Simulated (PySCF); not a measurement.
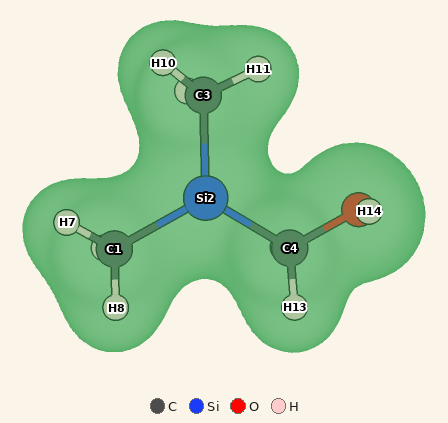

*C₃H₉OSi (SMILES C[Si](C)CO) (doublet). Isosurface of the electron density at 0.1 e/Å³ (green), seen at a tilt.*

Geometry: GFN2-xTB.

Method: PySCF, UKS B3LYP, pcH-1 on C H O Si, non-relativistic, mean-field spin-orbit, GIAO.

Input file:

```
{"job": {"kind": "epr", "basis": "pcH-1"}, "charge": 0, "multiplicity": 2}
C     -1.437530    -1.406921     0.183197
Si    -0.160335    -0.165756     0.860719
C     -0.743728     1.635400     0.650586
C      1.529294    -0.403283    -0.036940
O      2.494574     0.547476     0.392586
H     -1.617147    -1.238125    -0.877894
H     -2.388048    -1.305828     0.697544
H     -1.105714    -2.433939     0.301793
H     -1.033093     1.822619    -0.382929
H     -1.600887     1.857810     1.279144
H      0.047788     2.334650     0.902108
H      1.410892    -0.217159    -1.107910
H      1.924972    -1.420789     0.071539
H      2.678284     0.393374     1.324317
```

Launched as:

```sh
OMP_NUM_THREADS=1 python probes_run.py task.json out
```

**What does this surface tell about the bonding?**

At this value the surface is in one piece. It bridges the sampled C–O (1.42 Å), C–Si (1.90 Å), O–H (0.96 Å) and C–H (1.09 Å) contacts, where the density stays above the isovalue. On the grid the lowest density along these lines, outside the cores, is 1.3 e/Å³ (C–O, 1.42 Å), 0.64 e/Å³ (C–Si, 1.90 Å), 0.97 e/Å³ (O–H, 0.96 Å) and 1.2 e/Å³ (C–H, 1.09 Å).
